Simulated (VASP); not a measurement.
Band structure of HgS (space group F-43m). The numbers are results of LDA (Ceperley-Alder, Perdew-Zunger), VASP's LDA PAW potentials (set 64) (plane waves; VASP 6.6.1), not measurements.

Unless said otherwise, spin-orbit coupling is left out, though it shifts the bands of the heavy elements here.

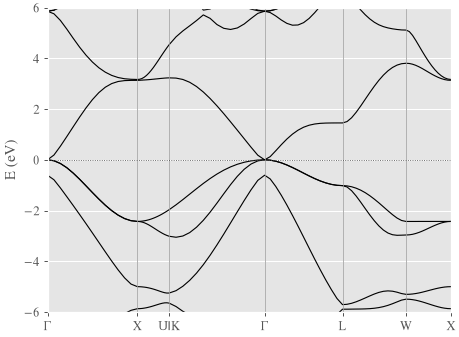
Figure: Bands along high-symmetry lines, zero at the valence-band maximum or, without a gap, the Fermi level

### Question
Read the plot: is there a gap, and where are the band edges?

### Answer
It has no gap at this level: it comes out as a metal or semimetal. (Edges off the drawn lines would not show.)

The structure comes from a computed database's HgS entry (F-43m); how it stands against other phases isn't given here. It was relaxed first, which changed the volume by -5 %.
